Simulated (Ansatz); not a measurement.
# How fast states decay through NaMg2AgF6, part 2 of 3

Wanted: the relaxed cell of NaMg2AgF6, its band edges and its decay constants. It is built by putting Na for part of the Ag in the MgAgF3 structure of space group R-3c, with the volume rescaled by atomic radii. The parent structure comes from the Materials Project.

Ansatz 0.2.0; PBE DFT, plane waves, PAW files (the session's first sound run).

So far. Step 2 (Relaxing the new crystal): The largest force component on a free atom ends at 3.8e-4 eV/Å.

The structure was built from a prototype and need not be the compound's stable phase.

### Step 3. Band edges

The energy window and the wavevectors of the next steps follow from the band edges, so these are searched first, off the mesh as well.

input.yaml reads:

```yaml
crystal:
  lattice:
    - [2.7861476268, 1.6085830824, 4.5792029081]
    - [-2.7861476268, 1.6085830824, 4.5792029081]
    - [0.0, -3.2171661647, 4.5792029081]
  atoms:
    - { symbol: Mg, position: [-0.0011767494, -0.0011767494, -0.0011767494] }
    - { symbol: Mg, position: [0.5011767494, 0.5011767494, 0.5011767494] }
    - { symbol: Na, position: [0.25, 0.25, 0.25] }
    - { symbol: Ag, position: [0.75, 0.75, 0.75] }
    - { symbol: F, position: [0.8294575587, 0.25, 0.6705424413] }
    - { symbol: F, position: [0.6705424413, 0.8294575587, 0.25] }
    - { symbol: F, position: [0.25, 0.6705424413, 0.8294575587] }
    - { symbol: F, position: [0.3147743477, 0.1852256523, 0.75] }
    - { symbol: F, position: [0.1852256523, 0.75, 0.3147743477] }
    - { symbol: F, position: [0.75, 0.3147743477, 0.1852256523] }
kpoints:
  mp_grid: { grid: [6, 6, 6] }
  band_path: { path: [VBM, CBM], npoints: 30 }
scf:
  occupations: { method: fixed }
hamiltonian:
  xc: pbe
output:
  eigenvalues: true
  write_potential: true
  write_density: true
  volumetric_format: npy
```

On the command line:

```sh
ansatz run input.yaml --threads 2 --pin off --max-ram 4096MiB --backend cpu --events-out ev --progress --plain --runs-dir out
```

Numbers of over 12 decimals in the logs are rounded to 6 here.

The log of the run:

```text
[...]
Crystal: 10 atoms, lattice volume = 123.137 Å³
Basis set: ecut = 420 eV, 2421 PW (Γ)
Bands: 55, of which v1, the nominal top of the filled ones, is band 45 counted from 1 (44 counted from 0)
Symmetry: 6 space group operations
[...]
k-points: 32 of 216 (time reversal used)
[...]
SCF iter   1: F=—  HF=-17786.637107 eV  |F-HF|=—  |Δ(HF+E_count)|=         —  Δρ=1.38e-3  dr2=1.67e-3  ethr=1.77e-3  ⟨swp⟩=4.9  Hψ=5562  notcnv=0  defer=256
[...]
SCF iter   6: F=-17786.636903 eV  HF=-17786.636903 eV  |F-HF|=5.11e-8  |Δ(HF+E_count)|=   9.52e-7  Δρ=1.02e-5  dr2=8.91e-8  ethr=1.11e-10  ⟨swp⟩=8.7  Hψ=7619  notcnv=0
SCF 1 converged in 6 iterations: F = -17786.636903 eV  dr2 = 8.91e-8
[...]
NSCF: frozen V_eff on 32 k-points
[...]
SCF converged after 6 iterations
Free energy (F): -17786.636903 eV
[...]
Internal energy: -17786.636903 eV  (E = F + TS)
E sigma→0 (E₀):  -17786.636903 eV
Fermi energy:    4.735664 eV
[...]
--- Band table (eV; the first three rows and the last of 32) ---
  k-point 0: bands = [... 41 lower, 4.0847, 4.1891, 4.3945, 4.3945, 7.6386, 12.5419, 15.1139, 15.4552, ... 6 higher]
  k-point 1: bands = [... 41 lower, 4.1378, 4.2754, 4.4120, 4.4697, 8.0025, 12.5130, 14.6554, 14.8470, ... 6 higher]
  k-point 2: bands = [... 41 lower, 4.1904, 4.3899, 4.4969, 4.6288, 8.8729, 12.0069, 14.2569, 14.4622, ... 6 higher]
  k-point 31: bands = [... 41 lower, 4.2884, 4.4099, 4.5054, 4.5054, 9.4860, 11.2224, 14.5169, 14.7980, ... 6 higher]
```

It took 30 s on 2 threads of Intel Xeon Platinum 8488C (Sapphire Rapids), shared host; peak memory 0.51 GiB.

This step gave:

```yaml
free_energy: -17786.6369 eV
fermi_energy: 4.736 eV
gap_on_the_k_mesh: 2.903 eV
gap_on_path: 2.902 eV, by band count; negative where bands overlap
direct_gap_on_path: 3.244 eV
edge_places_on_path: 0, 0.7293 1/A along the path
```

Electronic bands along the path, in eV, zero at the Fermi level (highest filled level under fixed occupations); v1 is the highest filled band, c1 the lowest empty one:

```
point     v4     v3     v2     v1    c1    c2
  VBM  -0.45  -0.29  -0.08   0.00  5.24  7.24
  CBM  -0.65  -0.55  -0.34  -0.34  2.90  7.81
```

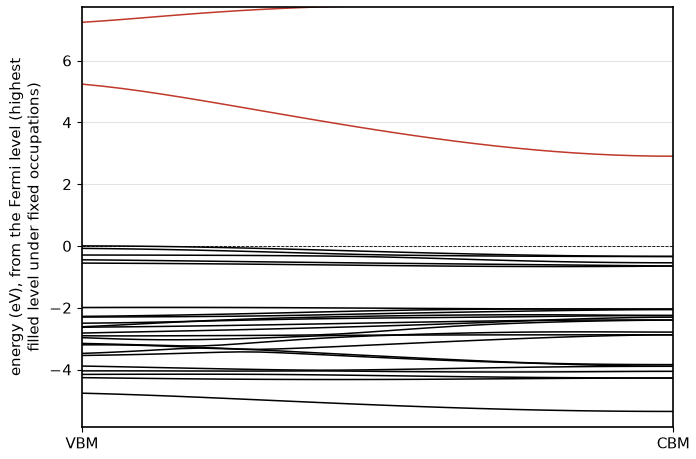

Electronic bands along the path; lines of filled and empty bands in two colours.

The searched edges give 2.90 eV, as on the mesh.

### Step 4. Decaying states in the gap

This step: PBE DFT, plane waves, PAW files; complex bands by layer matching along the plane's normal (Ansatz 0.2.0).

The same crystal is laid in a cell whose first two vectors span the (101) plane (indices of the standard conventional cell, whose axes can be ordered otherwise than in the bulk input). At fixed energy and wavevector in the plane the solver finds all kz, real and complex. A few wavevectors are listed, (0, 0), (0, 0.4062) and (-0.5, -0.0938) in units of the plane's reciprocal vectors; the slowest state needn't be among them.

input.yaml reads:

```yaml
crystal:
  lattice:
    - [5.572295254, 0.0, 0.0]
    - [2.786147627, 4.853518189, 0.0]
    - [2.786147627, -1.599379728, 4.553003435]
  atoms:
    - { symbol: Mg, position: [0.0023534988, 0.9964697518, 0.9988232506] }
    - { symbol: Mg, position: [0.9976465012, 0.5035302482, 0.5011767494] }
    - { symbol: Na, position: [0.5, 0.75, 0.25] }
    - { symbol: Ag, position: [0.5, 0.25, 0.75] }
    - { symbol: F, position: [0.5, 0.75, 0.8294575587] }
    - { symbol: F, position: [0.0794575587, 0.75, 0.6705424413] }
    - { symbol: F, position: [0.9205424413, 0.75, 0.25] }
    - { symbol: F, position: [0.9352256523, 0.25, 0.3147743477] }
    - { symbol: F, position: [0.5, 0.25, 0.1852256523] }
    - { symbol: F, position: [0.0647743477, 0.25, 0.75] }
kpoints:
  mp_grid: { grid: [6, 6, 6] }
scf:
  occupations: { method: fixed }
hamiltonian:
  xc: pbe
output:
  eigenvalues: true
  transmission:
    leads: [[0, 0]]
    kpoints: [[0.0, 0.0], [0.0, 0.4062], [-0.5, -0.0938]]
    e_range: [-1.0, 3.9]
    de: 0.12
```

The log of the run:

```text
[...]
Crystal: 10 atoms, lattice volume = 123.137 Å³
Basis set: ecut = 420 eV, 2421 PW (Γ)
Bands: 55, of which v1, the nominal top of the filled ones, is band 45 counted from 1 (44 counted from 0)
Symmetry: 6 space group operations
[...]
k-points: 32 of 216 (time reversal used)
[...]
SCF iter   1: F=—  HF=-17786.636874 eV  |F-HF|=—  |Δ(HF+E_count)|=         —  Δρ=1.38e-3  dr2=1.67e-3  ethr=1.77e-3  ⟨swp⟩=4.9  Hψ=5553  notcnv=0  defer=256
[...]
SCF iter   6: F=-17786.636766 eV  HF=-17786.636766 eV  |F-HF|=5.13e-8  |Δ(HF+E_count)|=   9.53e-7  Δρ=1.02e-5  dr2=8.88e-8  ethr=1.11e-10  ⟨swp⟩=8.7  Hψ=7590  notcnv=0
SCF 1 converged in 6 iterations: F = -17786.636766 eV  dr2 = 8.88e-8
[...]
transmission: 8 of 24 steps passed
transmission: 16 of 24 steps passed
transmission: 24 of 24 steps passed
SCF converged after 6 iterations
Free energy (F): -17786.636766 eV
[...]
Internal energy: -17786.636766 eV  (E = F + TS)
E sigma→0 (E₀):  -17786.636766 eV
Fermi energy:    4.735637 eV
[...]
--- Band table (eV; the first three rows and the last of 32) ---
  k-point 0: bands = [... 41 lower, 4.0847, 4.1891, 4.3945, 4.3945, 7.6385, 12.5418, 15.1139, 15.4551, ... 6 higher]
  k-point 1: bands = [... 41 lower, 4.1378, 4.2754, 4.4119, 4.4697, 8.0024, 12.5129, 14.6553, 14.8469, ... 6 higher]
  k-point 2: bands = [... 41 lower, 4.1904, 4.3899, 4.4969, 4.6287, 8.8728, 12.0069, 14.2569, 14.4622, ... 6 higher]
  k-point 31: bands = [... 41 lower, 4.2809, 4.5488, 4.6069, 4.6484, 9.9049, 11.9697, 12.9641, 13.2679, ... 6 higher]
--- Transmission ---
  basis      : 241 plane waves across, 8 finite elements along
  points     : 3, as listed
  energies   : 41 from -1.000000 to 3.800000 eV about the Fermi level, 0.120000 eV apart; the leads are filled to 1.451436 eV, and channels, transmission and decay are at 1.400000 eV
  crystal 0  : Mg2F6Ag1Na1, at the sites [0, 0], period 4.5530 Å: whole cells are its period
    offset         : up to 0.0000 Å between an atom of the period and one for which it stands
    channels       : 0.000000e0 a spin
    conductance    : none, the energies end too early or step too widely for 300 K: set another output.transmission.e_range or a lower de, or, where they end at an eighth of basis.ecutwfc, a higher one
    slowest decay  : 0.3934 /Å at (0.0000, 0.0000)
```

Run time: 56 s. Hardware: 2 threads; peak memory 0.79 GiB.

This step gave:

- free energy: -17786.6368 eV
- level to which the leads are filled: 1.451 eV from the Fermi level
- decay constant at the filling level, zone centre: 0.3934 Å⁻¹
- decay constant at the filling level, slowest listed point: 0.3934 Å⁻¹

K parallel (0, 0); values up to 1.5 1/Å, a degenerate pair printed once or twice; energies at which all values exceed this have no row. Im kz of the slowest decaying states against energy, zero at the highest filled level on the SCF mesh:

```
energy (eV)  decay 1 (Å⁻¹)  decay 2 (Å⁻¹)  decay 3 (Å⁻¹)  decay 4 (Å⁻¹)
     -1.000          0.401          0.479          0.482          0.512
     -0.520          0.145          0.369          0.501          0.553
     -0.040          0.270          0.444          0.624          0.786
      0.440          0.433          0.444          0.514          0.911
      1.040          0.420          0.579          0.650          0.918
      1.520          0.382          0.650          0.715          0.909
      2.000          0.324          0.702          0.758          0.906
      2.480          0.232          0.743          0.786          0.901
      2.960          0.779          0.797          0.892          0.998
      3.440          0.803          0.877           1.00           1.08
```

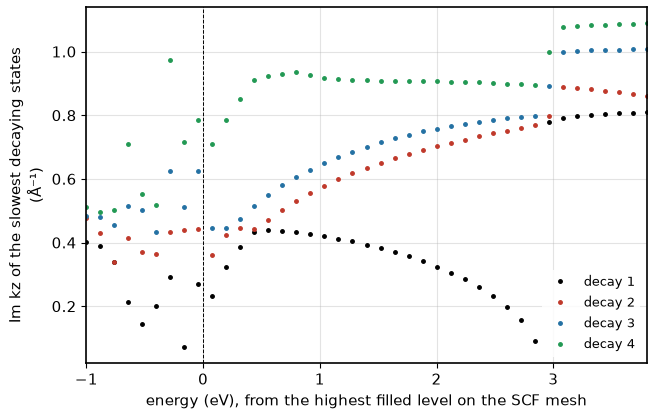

Im kz of the slowest decaying states against energy.

K parallel (0, 0.4062); values up to 1.5 1/Å, a degenerate pair printed once or twice; energies at which all values exceed this have no row. Table of Im kz of the slowest decaying states by energy, zero at the highest filled level on the SCF mesh:

```
energy (eV)  decay 1 (Å⁻¹)  decay 2 (Å⁻¹)  decay 3 (Å⁻¹)  decay 4 (Å⁻¹)
     -1.000          0.410          0.482          0.485          0.506
     -0.520          0.259          0.298          0.440          0.547
     -0.040          0.179          0.394          0.702          0.733
      0.440          0.410          0.563          0.642          0.701
      1.040          0.553          0.682          0.789          0.815
      1.520          0.618          0.660          0.861          0.929
      2.000          0.623          0.663          0.865          0.882
      2.480          0.573          0.695          0.830          0.889
      2.960          0.512          0.717          0.786          0.908
      3.440          0.433          0.727          0.731          0.939
```

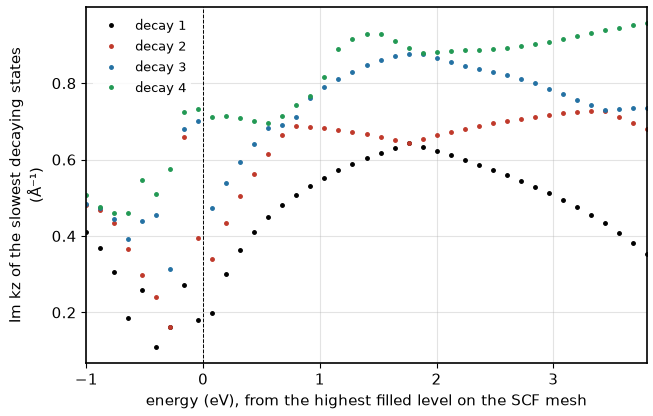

Im kz of the slowest decaying states against energy.

K parallel (-0.5, -0.0938); values up to 1.5 1/Å, a degenerate pair printed once or twice; energies at which all values exceed this have no row. Table of Im kz of the slowest decaying states by energy, zero at the highest filled level on the SCF mesh:

```
energy (eV)  decay 1 (Å⁻¹)  decay 2 (Å⁻¹)  decay 3 (Å⁻¹)  decay 4 (Å⁻¹)
     -1.000          0.435          0.441          0.450          0.509
     -0.520         0.0970          0.237          0.297          0.306
     -0.040          0.160          0.747          0.761          0.819
      0.440          0.502          0.502          0.564          0.802
      1.040          0.697          0.739          0.747          0.777
      1.520          0.690          0.755          0.770          0.904
      2.000          0.649          0.735          0.794          0.956
      2.480          0.609          0.700          0.821          0.980
      2.960          0.563          0.664          0.836          0.991
      3.440          0.504          0.621          0.840          0.987
```

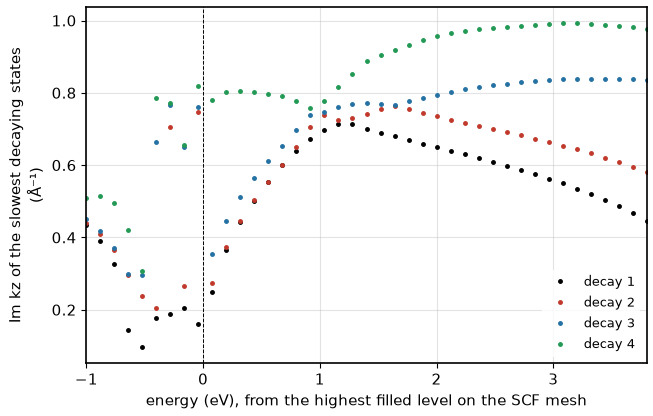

Im kz of the slowest decaying states, plotted against energy.

At the listed wavevectors the last open channel is at -0.04 eV and the next at +2.96 eV on the grid. At +1.40 eV, the grid energy nearest the filling level (the middle of the gap on the SCF mesh), the slowest state at the listed wavevectors decays with κ = 0.393 Å⁻¹, its amplitude falling by e over 2.5 Å. Through 1 nm of this crystal that state's transmission falls by exp(−2 × 0.393 Å⁻¹ × 10 Å) = 3.8e-4.

### Step 5. Decay over the two-dimensional zone

The listed points could miss the slowest state, so one energy near mid-gap is solved on a mesh of 8×8.

input.yaml: that of step 4 with these lines changed.

```diff
@@ -24,6 +24,2 @@
   eigenvalues: true
-  transmission:
-    leads: [[0, 0]]
-    kpoints: [[0.0, 0.0], [0.0, 0.4062], [-0.5, -0.0938]]
-    e_range: [-1.0, 3.9]
-    de: 0.12
+  transmission: { leads: [[0, 0]], kmesh: [8, 8], e_range: [1.45, 1.46], de: 0.05 }
```

The log of the run:

```text
[...]
Crystal: 10 atoms, lattice volume = 123.137 Å³
Basis set: ecut = 420 eV, 2421 PW (Γ)
Bands: 55, of which v1, the nominal top of the filled ones, is band 45 counted from 1 (44 counted from 0)
Symmetry: 6 space group operations
[...]
k-points: 32 of 216 (time reversal used)
[...]
SCF iter   1: F=—  HF=-17786.636874 eV  |F-HF|=—  |Δ(HF+E_count)|=         —  Δρ=1.38e-3  dr2=1.67e-3  ethr=1.77e-3  ⟨swp⟩=4.9  Hψ=5553  notcnv=0  defer=256
[...]
SCF iter   6: F=-17786.636766 eV  HF=-17786.636766 eV  |F-HF|=5.13e-8  |Δ(HF+E_count)|=   9.53e-7  Δρ=1.02e-5  dr2=8.88e-8  ethr=1.11e-10  ⟨swp⟩=8.7  Hψ=7590  notcnv=0
SCF 1 converged in 6 iterations: F = -17786.636766 eV  dr2 = 8.88e-8
[...]
transmission: 24 of 204 steps passed
transmission: 48 of 204 steps passed
[...]
transmission: 204 of 204 steps passed
SCF converged after 6 iterations
Free energy (F): -17786.636766 eV
[...]
Internal energy: -17786.636766 eV  (E = F + TS)
E sigma→0 (E₀):  -17786.636766 eV
Fermi energy:    4.735637 eV
[...]
--- Band table (eV; the first three rows and the last of 32) ---
  k-point 0: bands = [... 41 lower, 4.0847, 4.1891, 4.3945, 4.3945, 7.6385, 12.5418, 15.1139, 15.4551, ... 6 higher]
  k-point 1: bands = [... 41 lower, 4.1378, 4.2754, 4.4119, 4.4697, 8.0024, 12.5129, 14.6553, 14.8469, ... 6 higher]
  k-point 2: bands = [... 41 lower, 4.1904, 4.3899, 4.4969, 4.6287, 8.8728, 12.0069, 14.2569, 14.4622, ... 6 higher]
  k-point 31: bands = [... 41 lower, 4.2809, 4.5488, 4.6069, 4.6484, 9.9049, 11.9697, 12.9641, 13.2679, ... 6 higher]
--- Transmission ---
  basis      : 241 plane waves across, 6 finite elements along
  points     : 34, standing for a mesh of 8 x 8
  energies   : 1 from 1.450000 to 1.450000 eV about the Fermi level; the leads are filled to 1.451436 eV, and channels, transmission and decay are at 1.450000 eV
[...]
channels       : 0.000000e0 a spin
    conductance    : none, crystal 0 has no channel at the energies, or these end too early or step too widely for 300 K: set another output.transmission.e_range or a lower de, or, where they end at an eighth of basis.ecutwfc, a higher one
    slowest decay  : 0.3890 /Å at (0.0000, 0.0000)
```

Elapsed: 40 s, on 2 threads; peak memory 0.85 GiB.

Numbers from this step:

| Property | Result |
| --- | --- |
| least decay constant on the mesh | 0.389 Å⁻¹ |

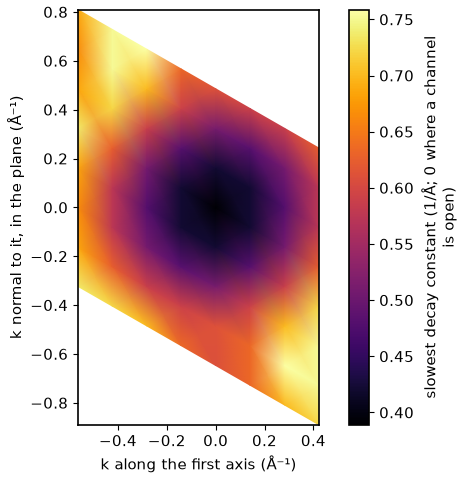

Slowest decay constant (1/Å; 0 where a channel is open) over k1 and k2. At 1.4500 eV from the Fermi level.

The least value on the mesh is 0.389 Å⁻¹ at +1.45 eV. At that energy the listed points give about 0.389 Å⁻¹ by interpolation, so the mesh holds no clearly slower state.

### Step 6. Band edges at another level, cutoff 1320 eV

This step: PBE DFT, plane waves, norm-conserving files (Ansatz 0.2.0).

The edges again with norm-conserving files, at the same atoms. Against that run the cutoff is 1320 eV against 420.

input.yaml reads:

```yaml
crystal:
  lattice:
    - [2.7861476268, 1.6085830824, 4.5792029081]
    - [-2.7861476268, 1.6085830824, 4.5792029081]
    - [0.0, -3.2171661647, 4.5792029081]
  atoms:
    - { symbol: Mg, position: [-0.0011767494, -0.0011767494, -0.0011767494] }
    - { symbol: Mg, position: [0.5011767494, 0.5011767494, 0.5011767494] }
    - { symbol: Na, position: [0.25, 0.25, 0.25] }
    - { symbol: Ag, position: [0.75, 0.75, 0.75] }
    - { symbol: F, position: [0.8294575587, 0.25, 0.6705424413] }
    - { symbol: F, position: [0.6705424413, 0.8294575587, 0.25] }
    - { symbol: F, position: [0.25, 0.6705424413, 0.8294575587] }
    - { symbol: F, position: [0.3147743477, 0.1852256523, 0.75] }
    - { symbol: F, position: [0.1852256523, 0.75, 0.3147743477] }
    - { symbol: F, position: [0.75, 0.3147743477, 0.1852256523] }
kpoints:
  mp_grid: { grid: [6, 6, 6] }
  band_path: { path: [VBM, CBM], npoints: 30 }
scf:
  occupations: { method: fixed }
hamiltonian:
  xc: pbe
  pseudopotentials: { kind: nc }
output:
  eigenvalues: true
```

The log of the run:

```text
[...]
Crystal: 10 atoms, lattice volume = 123.137 Å³
Basis set: ecut = 1320 eV, 13455 PW (Γ)
Bands: 55, of which v1, the nominal top of the filled ones, is band 45 counted from 1 (44 counted from 0)
Symmetry: 6 space group operations
[...]
k-points: 32 of 216 (time reversal used)
[...]
SCF iter   1: F=—  HF=-12817.484248 eV  |F-HF|=—  |Δ(HF+E_count)|=         —  Δρ=1.90e-1  dr2=3.37e1  ethr=3.10e-3  ⟨swp⟩=5.0  Hψ=6765  notcnv=0  defer=255
[...]
SCF iter  10: F=-12804.903285 eV  HF=-12804.903285 eV  |F-HF|=2.38e-10  |Δ(HF+E_count)|=   2.31e-7  Δρ=3.66e-6  dr2=1.25e-8  ethr=1.11e-10  ⟨swp⟩=12.1  Hψ=8036  notcnv=0
SCF 1 converged in 10 iterations: F = -12804.903285 eV  dr2 = 1.25e-8
[...]
SCF converged after 10 iterations
Free energy (F): -12804.903285 eV
[...]
Internal energy: -12804.903285 eV  (E = F + TS)
E sigma→0 (E₀):  -12804.903285 eV
Fermi energy:    4.695323 eV
[...]
--- Band table (eV; the first three rows and the last of 32) ---
  k-point 0: bands = [... 41 lower, 4.0466, 4.1526, 4.3548, 4.3548, 7.5973, 12.5055, 15.0758, 15.4174, ... 6 higher]
  k-point 1: bands = [... 41 lower, 4.1000, 4.2384, 4.3723, 4.4297, 7.9617, 12.4761, 14.6135, 14.8065, ... 6 higher]
  k-point 2: bands = [... 41 lower, 4.1531, 4.3506, 4.4593, 4.5885, 8.8332, 11.9674, 14.2148, 14.4220, ... 6 higher]
  k-point 31: bands = [... 41 lower, 4.2490, 4.3733, 4.4674, 4.4674, 9.4476, 11.1807, 14.4739, 14.7574, ... 6 higher]
```

The job ended after 3.3 min (2 threads; peak memory 1.1 GiB; 6.2 min of CPU time).

Numbers from this step:

```yaml
free_energy: -12804.9033 eV
fermi_energy: 4.695 eV
gap_on_the_k_mesh: 2.902 eV
gap_on_path: 2.901 eV, by band count; negative where bands overlap
direct_gap_on_path: 3.243 eV
```

Electronic bands along the path, in eV, zero at the Fermi level (highest filled level under fixed occupations); v1 is the highest filled band, c1 the lowest empty one:

```
point     v4     v3     v2     v1    c1    c2
  VBM  -0.45  -0.29  -0.08   0.00  5.24  7.23
  CBM  -0.65  -0.54  -0.34  -0.34  2.90  7.81
```

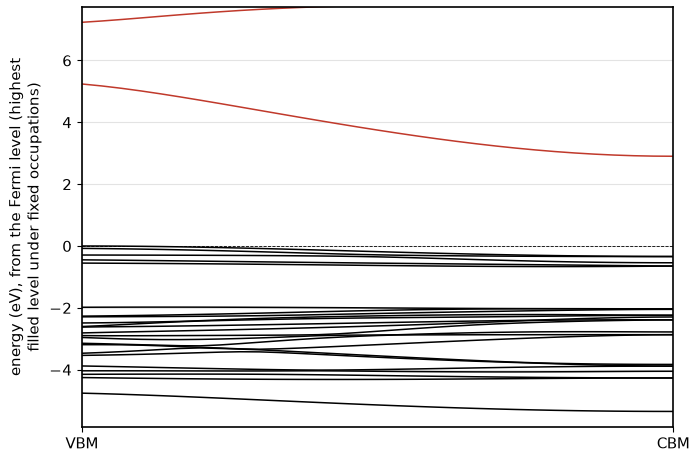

Electronic bands along the path; lines of filled and empty bands in two colours.

The searched edges give 2.90 eV, as on the mesh.

(Continued in part 3 of 3.)

[Logs are printed without paths, hosts, clocks, repeated set-up lines and the standing remarks that a program may print on its own settings, such as how far it seeks lower states.]

[Hosts, paths, dates, database ids (printed as entryN), source tags and the programs' standing remarks are cut or masked in the printed files.]
